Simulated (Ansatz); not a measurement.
**Run report: GeH$_{3}$OF$_{2}$, nudged elastic band**

- system: GeH$_{3}$OF$_{2}$, multiplicity 2
- method: UKS revPBE-D4/def2-SVP (Ansatz 0.2.0)

It belongs to a series of runs on one base structure; here: band between the two ends. Figures and captions count atoms from 1; the log counts them from 0 in places.

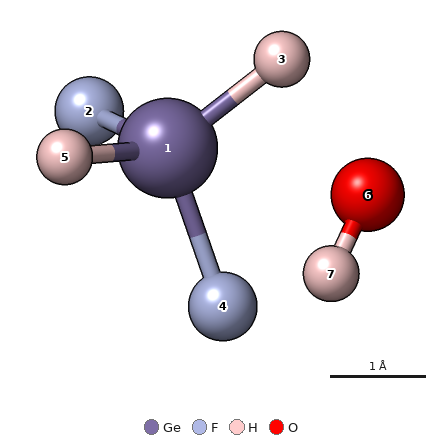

The starting structure (ball-and-stick view, seen at a tilt; atoms are numbered from 1 in the order of the input). Sticks mark near contacts.

Input file
```yaml
crystal:
  periodic: [false, false, false]
  atoms:
    - { symbol: Ge, position_ang: [-0.052531, -0.422484, 0.27018] }
    - { symbol: F, position_ang: [-0.801344, -1.702053, 1.203439] }
    - { symbol: H, position_ang: [1.462741, -0.359108, 0.538916] }
    - { symbol: F, position_ang: [-0.817433, 1.076897, 0.842145] }
    - { symbol: H, position_ang: [-0.539524, -0.586707, -1.188896] }
    - { symbol: O, position_ang: [0.437404, 0.381022, 3.193486] }
    - { symbol: H, position_ang: [-0.263413, 0.917433, 2.736029] }
magnetization:
  spin_polarized: true
  initial_magnetization: 1
basis:
  gaussian: { orbitals: def2-SVP }
hamiltonian:
  xc: revpbe
  dispersion: d4
neb:
  order_check: false
  images: 9
  f_tol: 0.03
  max_iterations: 60
  final_atoms:
    - { symbol: Ge, position_ang: [-0.13623725, 0.05403308, 0.400402] }
    - { symbol: F, position_ang: [-1.336627, 0.33452606, 1.6869869] }
    - { symbol: H, position_ang: [1.07369193, 0.98491094, 0.62066091] }
    - { symbol: F, position_ang: [-0.9821087, 0.68838106, -1.00912358] }
    - { symbol: H, position_ang: [0.0071249, -1.46304201, 0.16115252] }
    - { symbol: O, position_ang: [0.84711662, -0.81679814, 2.72828724] }
    - { symbol: H, position_ang: [-0.04706051, -0.477011, 3.00693301] }
  initial_path:
    images:
      - { positions_ang: [[-0.052531, -0.422484, 0.27018], [-0.801344, -1.702053, 1.203439], [1.462741, -0.359108, 0.538916], [-0.817433, 1.076897, 0.842145], [-0.539524, -0.586707, -1.188896], [0.437404, 0.381022, 3.193486], [-0.263413, 0.917433, 2.736029]] }
      - { positions_ang: [[-0.02699348, -0.35538635, 0.21690747], [-0.64451783, -1.35701227, 1.34844249], [1.47174403, -0.38702569, 0.34683203], [-0.71354276, 1.14329671, 0.54158435], [-0.61913648, -0.69820366, -1.05150129], [0.33183542, 0.32691136, 3.24563012], [-0.3734889, 0.6324199, 2.94740383]] }
      - { positions_ang: [[-0.00145596, -0.2882887, 0.16363494], [-0.48769166, -1.01197153, 1.49344598], [1.48074705, -0.41494338, 0.15474807], [-0.60965251, 1.20969642, 0.24102369], [-0.69874897, -0.80970032, -0.91410659], [0.22626684, 0.27280072, 3.29777424], [-0.48356479, 0.3474068, 3.15877867]] }
      - { positions_ang: [[0.02408156, -0.22119105, 0.11036242], [-0.33086549, -0.6669308, 1.63844947], [1.48975008, -0.44286107, -0.0373359], [-0.50576227, 1.27609612, -0.05953696], [-0.77836145, -0.92119698, -0.77671188], [0.12069825, 0.21869008, 3.34991836], [-0.59364069, 0.06239369, 3.3701535]] }
      - { positions_ang: [[0.04961908, -0.1540934, 0.05708989], [-0.17403932, -0.32189007, 1.78345295], [1.4987531, -0.47077876, -0.22941986], [-0.40187202, 1.34249583, -0.36009761], [-0.85797393, -1.03269363, -0.63931717], [0.01512967, 0.16457944, 3.40206248], [-0.70371658, -0.22261941, 3.58152833]] }
      - { positions_ang: [[0.0751566, -0.08699575, 0.00381736], [-0.01721315, 0.02315066, 1.92845644], [1.50775613, -0.49869646, -0.42150383], [-0.29798178, 1.40889554, -0.66065827], [-0.93758641, -1.14419029, -0.50192247], [-0.09043891, 0.1104688, 3.4542066], [-0.81379248, -0.50763251, 3.79290316]] }
      - { positions_ang: [[0.03287783, -0.05878998, 0.08313429], [-0.28109592, 0.08542574, 1.88016253], [1.42094329, -0.20197498, -0.21307088], [-0.43480716, 1.26479265, -0.73035133], [-0.74864415, -1.20796063, -0.36930747], [0.0970722, -0.07498459, 3.30902272], [-0.66044608, -0.50150821, 3.63570913]] }
      - { positions_ang: [[-0.00940094, -0.03058422, 0.16245122], [-0.54497869, 0.14770082, 1.83186862], [1.33413045, 0.0947465, -0.00463793], [-0.57163254, 1.12068975, -0.80004439], [-0.55970189, -1.27173098, -0.23669247], [0.2845833, -0.26043798, 3.16383885], [-0.50709969, -0.49538391, 3.4785151]] }
      - { positions_ang: [[-0.05167971, -0.00237845, 0.24176814], [-0.80886146, 0.2099759, 1.78357471], [1.24731761, 0.39146798, 0.20379501], [-0.70845793, 0.97658685, -0.86973745], [-0.37075962, -1.33550132, -0.10407748], [0.47209441, -0.44589136, 3.01865498], [-0.3537533, -0.4892596, 3.32132107]] }
      - { positions_ang: [[-0.09395848, 0.02582732, 0.32108507], [-1.07274423, 0.27225098, 1.73528081], [1.16050477, 0.68818946, 0.41222796], [-0.84528331, 0.83248396, -0.93943051], [-0.18181736, -1.39927166, 0.02853752], [0.65960552, -0.63134475, 2.87347111], [-0.2004069, -0.4831353, 3.16412704]] }
      - { positions_ang: [[-0.13623725, 0.05403308, 0.400402], [-1.336627, 0.33452606, 1.6869869], [1.07369193, 0.98491094, 0.62066091], [-0.9821087, 0.68838106, -1.00912358], [0.0071249, -1.46304201, 0.16115252], [0.84711662, -0.81679814, 2.72828724], [-0.04706051, -0.477011, 3.00693301]] }
```

Command:
```bash
ansatz run input.yaml --threads 4 --pin off --max-ram 5120MiB --backend cpu --events-out ev --progress --plain --runs-dir out
```

What the program printed
```
Engine: ansatz 0.2.0, aarch64-unknown-linux-gnu
Functional definition: revPBE
  parameter kappa = 1.245
  parameter beta = 0.06672455060314922
  exchange = pbe_x(kappa = kappa, mu = beta*pi^2/3)
  correlation = pbe_c(beta = beta)
964 factors; their error is unknown
mean field evaluation 1: about -64015.6565 eV, gradient 5.1e1 eV
mean field evaluation 2: about -63732.3855 eV, gradient 1.4e2 eV
mean field evaluation 4: about -64017.0562 eV, gradient 2.8e1 eV
mean field evaluation 8: about -64027.0501 eV, gradient 4.8e0 eV
mean field evaluation 16: about -64027.1169 eV, gradient 5.2e-3 eV
mean field evaluation 32: about -64026.8158 eV, gradient 6.2e0 eV
mean field -64027.11692370 eV, -2352.9531478073 hartree, gradient 2.2e-6 eV, S^2 0.751996; 3 other end points of the search recorded, 0 dependent functions left out
the calculation of the forces begins
reference -64027.11696058 eV, -2352.9531491626 hartree; 31, 30 occupied and 58, 59 virtual orbitals, 964 factors
964 factors; their error is unknown
mean field evaluation 64: about -64027.2006 eV, gradient 2.6e-4 eV
mean field -64027.20064470 eV, -2352.9562244973 hartree, gradient 7.7e-6 eV, S^2 0.752185; 4 other end points of the search recorded, 0 dependent functions left out
[... from here on the field's lines of each further geometry are left out, up to the last ...]
NEB iter   1: max|band force component| = 3.161e1 eV/Å  barrier→ = 4.5176 eV  barrier← = 4.6092 eV  Δτ_max = 0.2000 Å  (726 SCF iters)
NEB iter   2: max|band force component| = 5.841e0 eV/Å  barrier→ = 1.7060 eV  barrier← = 1.7976 eV  Δτ_max = 0.2000 Å  (395 SCF iters)
NEB iter   3: max|band force component| = 2.899e0 eV/Å  barrier→ = 0.8280 eV  barrier← = 0.9196 eV  Δτ_max = 0.1973 Å  (416 SCF iters)
NEB iter   4: max|band force component| = 1.534e0 eV/Å  barrier→ = 0.5107 eV  barrier← = 0.6023 eV  Δτ_max = 0.1958 Å  (471 SCF iters)
NEB iter   5: max|band force component| = 9.599e-1 eV/Å  barrier→ = 0.3936 eV  barrier← = 0.4852 eV  Δτ_max = 0.2000 Å  (456 SCF iters)
NEB iter   6: max|band force component| = 7.139e-1 eV/Å  barrier→ = 0.3220 eV  barrier← = 0.4136 eV  Δτ_max = 0.1997 Å  (599 SCF iters)
NEB iter   7: max|band force component| = 6.014e-1 eV/Å  barrier→ = 0.2789 eV  barrier← = 0.3705 eV  Δτ_max = 0.2000 Å  (647 SCF iters)
NEB iter   8: max|band force component| = 3.960e0 eV/Å  barrier→ = 0.9137 eV  barrier← = 1.0053 eV  Δτ_max = 0.1042 Å  (711 SCF iters)
NEB iter   9: max|band force component| = 2.146e0 eV/Å  barrier→ = 0.3565 eV  barrier← = 0.4481 eV  Δτ_max = 0.2000 Å  (764 SCF iters)
NEB iter  10: max|band force component| = 2.165e0 eV/Å  barrier→ = 0.2873 eV  barrier← = 0.3789 eV  Δτ_max = 0.1029 Å  (821 SCF iters)
NEB iter  11: max|band force component| = 4.925e-1 eV/Å  barrier→ = 0.2101 eV  barrier← = 0.3017 eV  CI = image 6  Δτ_max = 0.2000 Å  (746 SCF iters)
NEB iter  12: max|band force component| = 2.562e-1 eV/Å  barrier→ = 0.1921 eV  barrier← = 0.2837 eV  CI = image 6  Δτ_max = 0.2000 Å  (703 SCF iters)
NEB iter  13: max|band force component| = 3.033e-1 eV/Å  barrier→ = 0.1751 eV  barrier← = 0.2667 eV  CI = image 6  Δτ_max = 0.1001 Å  (781 SCF iters)
NEB iter  14: max|band force component| = 3.676e-1 eV/Å  barrier→ = 0.1735 eV  barrier← = 0.2651 eV  CI = image 6  Δτ_max = 0.1009 Å  (716 SCF iters)
NEB iter  15: max|band force component| = 3.644e-1 eV/Å  barrier→ = 0.1648 eV  barrier← = 0.2564 eV  CI = image 6  Δτ_max = 0.2000 Å  (818 SCF iters)
NEB iter  16: max|band force component| = 1.709e-1 eV/Å  barrier→ = 0.1419 eV  barrier← = 0.2335 eV  CI = image 6  Δτ_max = 0.2000 Å  (714 SCF iters)
NEB iter  17: max|band force component| = 1.114e-1 eV/Å  barrier→ = 0.1320 eV  barrier← = 0.2236 eV  CI = image 6  Δτ_max = 0.2000 Å  (730 SCF iters)
NEB iter  18: max|band force component| = 8.893e-2 eV/Å  barrier→ = 0.1136 eV  barrier← = 0.2052 eV  CI = image 6  Δτ_max = 0.2000 Å  (603 SCF iters)
NEB iter  19: max|band force component| = 1.062e-1 eV/Å  barrier→ = 0.0888 eV  barrier← = 0.1804 eV  CI = image 6  Δτ_max = 0.2000 Å  (638 SCF iters)
NEB iter  20: max|band force component| = 1.769e-1 eV/Å  barrier→ = 0.0581 eV  barrier← = 0.1497 eV  CI = image 6  Δτ_max = 0.2000 Å  (558 SCF iters)
NEB iter  21: max|band force component| = 1.321e0 eV/Å  barrier→ = 0.0567 eV  barrier← = 0.1483 eV  CI = image 4  Δτ_max = 0.1851 Å  (599 SCF iters)
NEB iter  22: max|band force component| = 8.503e-1 eV/Å  barrier→ = 0.0568 eV  barrier← = 0.1484 eV  CI = image 4  Δτ_max = 0.1968 Å  (637 SCF iters)
NEB iter  23: max|band force component| = 3.441e-1 eV/Å  barrier→ = 0.0568 eV  barrier← = 0.1484 eV  CI = image 4  Δτ_max = 0.2000 Å  (600 SCF iters)
NEB iter  24: max|band force component| = 9.890e-2 eV/Å  barrier→ = 0.0568 eV  barrier← = 0.1484 eV  CI = image 4  Δτ_max = 0.0478 Å  (529 SCF iters)
NEB iter  25: max|band force component| = 4.363e-2 eV/Å  barrier→ = 0.0568 eV  barrier← = 0.1484 eV  CI = image 4  Δτ_max = 0.0184 Å  (505 SCF iters)
the calculation of the forces begins
reference -64027.18977297 eV, -2352.9558249687 hartree; 31, 30 occupied and 58, 59 virtual orbitals, 964 factors
964 factors; their error is unknown
mean field evaluation 4192: about -64027.0745 eV, gradient 1.5e0 eV
mean field -64027.08535704 eV, -2352.9519877539 hartree, gradient 1.1e-7 eV, S^2 0.751825; 4 other end points of the search recorded, 0 dependent functions left out
the calculation of the forces begins
reference -64027.08539319 eV, -2352.9519890824 hartree; 31, 30 occupied and 58, 59 virtual orbitals, 964 factors
NEB iter  26: max|band force component| = 2.305e-2 eV/Å  barrier→ = 0.0568 eV  barrier← = 0.1484 eV  CI = image 4  Δτ_max = 0.0000 Å  (1491 SCF iters)
```

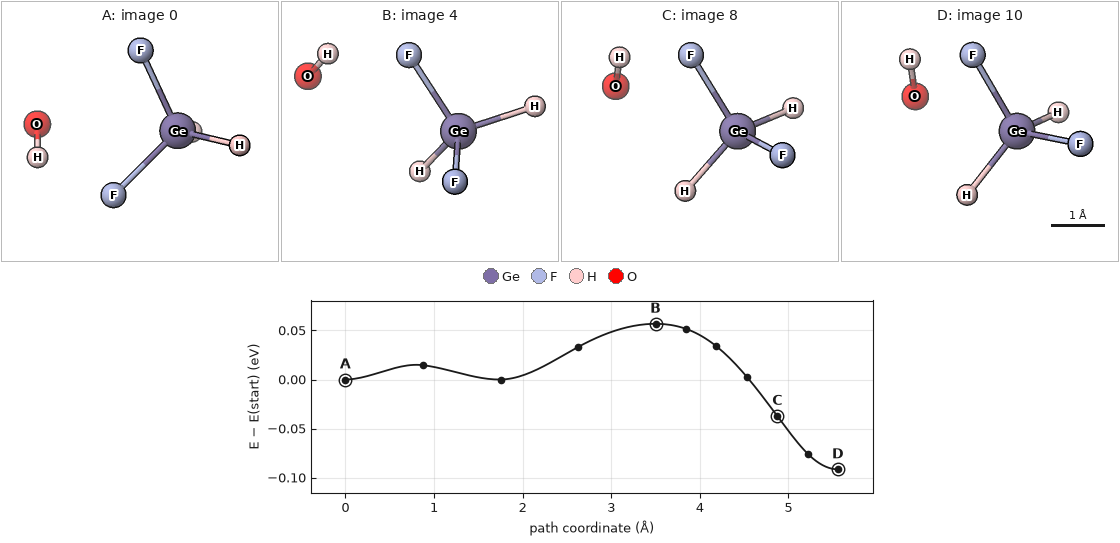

Images of the last band (counted from 0; ball-and-stick, seen at a tilt) above the energy along the path; the line is a cubic interpolation that uses the forces. The highest image is number 4, 0.057 eV above the start and 0.148 eV above the end (the climbing image); the end lies 0.092 eV below the start. A further maximum stands at image 1, 0.015 eV from the start, so the path isn't one elementary step. The path is 5.56 Å long. The band converged in 26 iterations.

```
Total energy: -64027.35195316 eV, -2352.9617849807 hartree
Atom 0 at    -0.103583    -0.152219     0.155181 Å, force     0.000113     0.000015    -0.000066 eV/Å
Atom 1 at    -1.263812    -0.239008     1.496901 Å, force    -0.000051     0.000027     0.000061 eV/Å
Atom 2 at     1.308496     0.014361     0.742738 Å, force    -0.000037    -0.000003    -0.000027 eV/Å
Atom 3 at    -0.539786     1.331480    -0.672739 Å, force    -0.000013    -0.000031     0.000047 eV/Å
Atom 4 at    -0.434614    -1.339248    -0.776456 Å, force     0.000001    -0.000000     0.000017 eV/Å
Atom 5 at     0.693034    -0.173322     3.503242 Å, force     0.000383    -0.000015     0.000158 eV/Å
Atom 6 at    -0.233834    -0.137045     3.146433 Å, force    -0.000396     0.000008    -0.000190 eV/Å
Dipole moment:     0.095194    -0.312133    -0.302128 e Å
this run last wrote the band of iteration 26 to [file]
```

The last band as extended XYZ (Å, eV, eV/Å)
```
7
Properties=species:S:1:pos:R:3:forces:R:3 image=0 energy=-64027.40869
Ge   -0.0525   -0.4225    0.2702    0.0014   0.0058   0.0044
F    -0.8013   -1.7021    1.2034    0.0011  -0.0020   0.0028
H     1.4627   -0.3591    0.5389   -0.0050  -0.0004   0.0019
F    -0.8174    1.0769    0.8421    0.0038  -0.0062  -0.0021
H    -0.5395   -0.5867   -1.1889   -0.0010   0.0025  -0.0037
O     0.4374    0.3810    3.1935    0.0012  -0.0017  -0.0025
H    -0.2634    0.9174    2.7360   -0.0015   0.0021  -0.0008
7
Properties=species:S:1:pos:R:3:forces:R:3 image=1 energy=-64027.39410
Ge   -0.0064   -0.3632    0.3053    0.0002   0.0016  -0.0005
F    -0.8217   -1.5020    1.3749   -0.0010   0.0050   0.0028
H     1.5237   -0.4134    0.4697    0.0000   0.0009  -0.0002
F    -0.6733    1.2307    0.7094    0.0010   0.0025  -0.0050
H    -0.5755   -0.6543   -1.1078    0.0000  -0.0027   0.0008
O     0.4596    0.6073    2.8082    0.0009   0.0022  -0.0008
H    -0.4806    0.3998    3.0356   -0.0011  -0.0094   0.0029
7
Properties=species:S:1:pos:R:3:forces:R:3 image=2 energy=-64027.40871
Ge   -0.0563   -0.2835    0.2284    0.0000   0.0000   0.0001
F    -0.9381   -1.1275    1.5206    0.0001  -0.0007   0.0000
H     1.4548   -0.3369    0.5202    0.0002  -0.0003  -0.0001
F    -0.6436    1.3664    0.2755    0.0002  -0.0001   0.0006
H    -0.5803   -0.9113   -1.0849   -0.0001   0.0003   0.0000
O     0.4773    0.6126    3.1154   -0.0002   0.0003  -0.0004
H    -0.2879   -0.0148    3.0200   -0.0001   0.0004  -0.0001
7
Properties=species:S:1:pos:R:3:forces:R:3 image=3 energy=-64027.37555
Ge   -0.1016   -0.2219    0.1684    0.0017  -0.0054   0.0007
F    -1.1314   -0.7479    1.5164    0.0054  -0.0212  -0.0007
H     1.3569   -0.1392    0.6509    0.0048  -0.0186  -0.0030
F    -0.6718    1.3927   -0.2059    0.0050   0.0043   0.0236
H    -0.4721   -1.1462   -1.0128   -0.0067   0.0101  -0.0122
O     0.6512    0.2957    3.3759   -0.0074   0.0261  -0.0056
H    -0.2053   -0.1282    3.1024   -0.0029   0.0047  -0.0027
7
Properties=species:S:1:pos:R:3:forces:R:3 image=4 energy=-64027.35192
Ge   -0.1036   -0.1522    0.1552    0.0001   0.0000  -0.0001
F    -1.2638   -0.2390    1.4969   -0.0001   0.0000   0.0001
H     1.3085    0.0144    0.7427    0.0000   0.0000   0.0000
F    -0.5398    1.3315   -0.6727    0.0000   0.0000   0.0000
H    -0.4346   -1.3392   -0.7765    0.0000   0.0000   0.0000
O     0.6930   -0.1733    3.5032    0.0004   0.0000   0.0002
H    -0.2338   -0.1370    3.1464   -0.0004   0.0000  -0.0002
7
Properties=species:S:1:pos:R:3:forces:R:3 image=5 energy=-64027.35708
Ge   -0.0907   -0.1640    0.1741    0.0175  -0.0060  -0.0004
F    -1.2632    0.1396    1.4723   -0.0070   0.0178   0.0035
H     1.3286   -0.1139    0.7667   -0.0039   0.0119  -0.0044
F    -0.2904    1.2202   -0.8851   -0.0060   0.0013  -0.0113
H    -0.5859   -1.4203   -0.5761    0.0023  -0.0051   0.0144
O     0.6005   -0.3367    3.4981   -0.0002  -0.0181  -0.0006
H    -0.2729   -0.0197    3.1453   -0.0026  -0.0018  -0.0012
7
Properties=species:S:1:pos:R:3:forces:R:3 image=6 energy=-64027.37487
Ge   -0.1094   -0.1211    0.2030   -0.0180   0.0156   0.0229
F    -1.1931    0.3897    1.5160    0.0186   0.0212  -0.0190
H     1.3422   -0.1165    0.7133    0.0045   0.0300  -0.0063
F    -0.2748    1.1785   -0.9648    0.0001  -0.0118  -0.0190
H    -0.7239   -1.3978   -0.4114    0.0075  -0.0120   0.0348
O     0.5944   -0.5742    3.4042   -0.0332  -0.0221  -0.0229
H    -0.2095   -0.0536    3.1349    0.0207  -0.0209   0.0095
7
Properties=species:S:1:pos:R:3:forces:R:3 image=7 energy=-64027.40596
Ge   -0.1195   -0.0726    0.2438   -0.0050   0.0249   0.0268
F    -1.2195    0.3872    1.5626    0.0133   0.0338  -0.0107
H     1.3353    0.1826    0.6759    0.0064   0.0353  -0.0018
F    -0.5076    1.1071   -0.9979   -0.0089  -0.0246  -0.0259
H    -0.5647   -1.4607   -0.2648    0.0127  -0.0092   0.0512
O     0.6660   -0.6842    3.2588   -0.0260  -0.0428  -0.0368
H    -0.1642   -0.1543    3.1170    0.0074  -0.0174  -0.0028
7
Properties=species:S:1:pos:R:3:forces:R:3 image=8 energy=-64027.44583
Ge   -0.1290   -0.0351    0.2943   -0.0002   0.0158   0.0249
F    -1.2503    0.3893    1.6087    0.0054   0.0444  -0.0031
H     1.2887    0.4518    0.6471    0.0021   0.0388   0.0013
F    -0.7017    0.9864   -1.0167   -0.0058  -0.0314  -0.0189
H    -0.3997   -1.5000   -0.1090    0.0175  -0.0035   0.0573
O     0.7326   -0.7551    3.0869   -0.0196  -0.0443  -0.0529
H    -0.1148   -0.2322    3.0840    0.0004  -0.0198  -0.0086
7
Properties=species:S:1:pos:R:3:forces:R:3 image=9 energy=-64027.48423
Ge   -0.1364    0.0021    0.3534   -0.0024   0.0099   0.0227
F    -1.3002    0.3595    1.6533    0.0004   0.0331  -0.0037
H     1.1945    0.7250    0.6421   -0.0002   0.0275   0.0019
F    -0.8634    0.8453   -1.0102    0.0005  -0.0258  -0.0080
H    -0.1993   -1.5043    0.0280    0.0133   0.0004   0.0423
O     0.7998   -0.7914    2.8837   -0.0148  -0.0260  -0.0458
H    -0.0692   -0.3312    3.0450    0.0032  -0.0190  -0.0093
7
Properties=species:S:1:pos:R:3:forces:R:3 image=10 energy=-64027.50030
Ge   -0.1362    0.0540    0.4004    0.0010  -0.0044   0.0156
F    -1.3366    0.3345    1.6870   -0.0030   0.0028  -0.0011
H     1.0737    0.9849    0.6207    0.0087   0.0051  -0.0008
F    -0.9821    0.6884   -1.0091   -0.0067   0.0030  -0.0086
H     0.0071   -1.4630    0.1612    0.0018  -0.0075  -0.0064
O     0.8471   -0.8168    2.7283    0.0044   0.0006  -0.0063
H    -0.0471   -0.4770    3.0069   -0.0062   0.0004   0.0078
```

Results in brief

| quantity | value |
| --- | --- |
| outcome | converged |
| barrier, forward | 0.057 eV |
| barrier, backward | 0.148 eV |
| hardware | 4 threads of Arm Neoverse V2, 24 GiB of memory available, shared host |
| wall time | 8.4 min (CPU time 32 min) |
| peak memory | 0.22 GiB |

The order of the saddle point was not checked.
